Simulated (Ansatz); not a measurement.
C2H2FSi: several calculations on one system

**1. Relaxation**

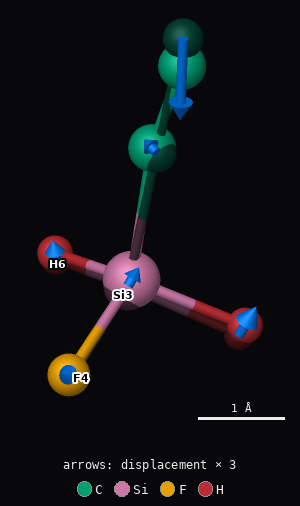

A relaxation of C2H2FSi (multiplicity 2) (coarse preliminary run). The starting structure is drawn faded, the final one solid; blue arrows show the displacements, magnified 3 times. The two geometries are superimposed by the best rigid fit.

The picture is a ball-and-stick view, seen from a free direction.

Method: Ansatz 0.2.0, UKS PBE-D4/def2-SVP. Settings: force threshold 0.03 eV/Å; at most 250 steps.

> Which element moves most?

Carbon: up to 0.36 Å, against 0.15 Å for hydrogen.

> What happened in the run?

The atom that moves furthest after the best rigid fit is a C atom (0.36 Å). By element the largest moves are C 0.36 Å, H 0.15 Å, F 0.09 Å, Si 0.09 Å. Some distances before and after: C–C 1.607 → 1.240 Å, F–Si 1.509 → 1.635 Å, C–Si 1.890 → 1.837 Å, H–Si 1.511 → 1.496 Å. Bond angles that change, for instance: C–C–Si 178.7° → 170.4°, H–Si–H 107.2° → 112.7°, C–Si–H 110.8° → 108.2°. The optimiser took 7 steps. The run took roughly 26 core-seconds on a shared host.

**2. Relaxation**

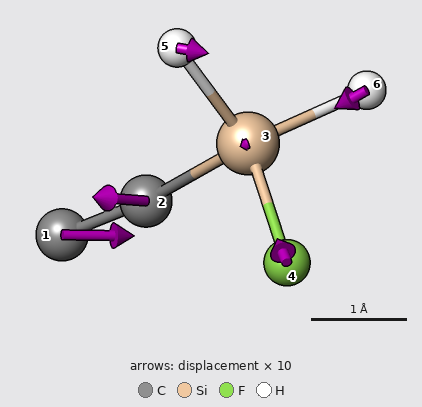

A relaxation of C2H2FSi (multiplicity 2). The starting structure is drawn; purple arrows show the displacements, magnified 10 times. The two geometries are superimposed by the best rigid fit.

A ball-and-stick model, seen from a free direction.

Level of theory: UKS PBE0-D4/def2-TZVP (Ansatz 0.2.0). Settings: force threshold 0.005 eV/Å; at most 200 steps.

### Which element moves most?

Carbon: up to 0.083 Å, against 0.043 Å for hydrogen.

### Describe the change and its energy.

The largest moves after the best rigid fit, 0.083 Å, are those of C1 and C2. By element the largest moves are C 0.083 Å, H 0.043 Å, F 0.041 Å, Si 0.010 Å. Among the contacts that change: Si3–F4 1.635 → 1.593 Å, C1–C2 1.240 → 1.212 Å, Si3–H5 1.496 → 1.477 Å, C2–Si3 1.837 → 1.821 Å. Among the angles between lasting bonds that change: C1–C2–Si3 170.4° → 178.1°. Over 5 geometry steps the energy falls by 0.080 eV. Largest force component: 2 eV/Å at the start, 0.0014 eV/Å at the end. The run took about 50 core-seconds on a shared host.

**3. Distortion**

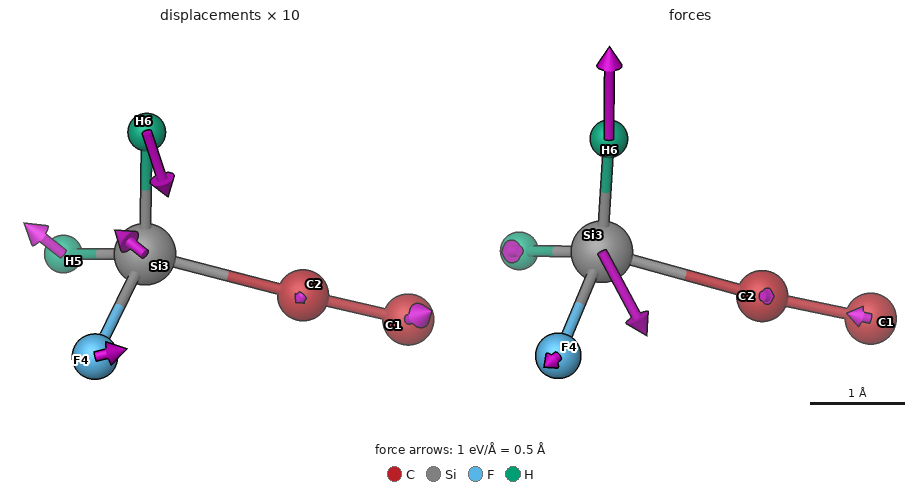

Left: C2H2FSi (multiplicity 2), with purple arrows for the displacements applied to it. Right: the displaced structure with the computed forces. Style: ball-and-stick. Shown at a tilt.

Level of theory: UKS PBE-D4/def2-TZVPP (Ansatz 0.2.0). 

Q: How do the forces relate to the distortion?

A: All atoms are moved at random (σ = 0.04 Å) from the PBE0-D4/def2-TZVP minimum. It costs 12.1 kJ/mol. The largest force is 2.2 eV/Å, on H6. The forces point partly back along the displacements (cosine −0.64). At other levels of theory the same distortion costs 12.4 kJ/mol (UKS r2SCAN-D4/def2-TZVPP), 13.4 kJ/mol (UKS PBE0-D4/def2-TZVPP), 11.3 kJ/mol (UKS wB97M-V/def2-TZVPP). Among the bonded contacts that change: Si3–H6 1.477 → 1.385 Å, Si3–H5 1.477 → 1.451 Å, C2–Si3 1.821 → 1.846 Å, C1–C2 1.212 → 1.232 Å. Among the angles between lasting bonds that change: C2–Si3–F4 108.9° → 105.1°, C2–Si3–H5 109.3° → 111.5°.
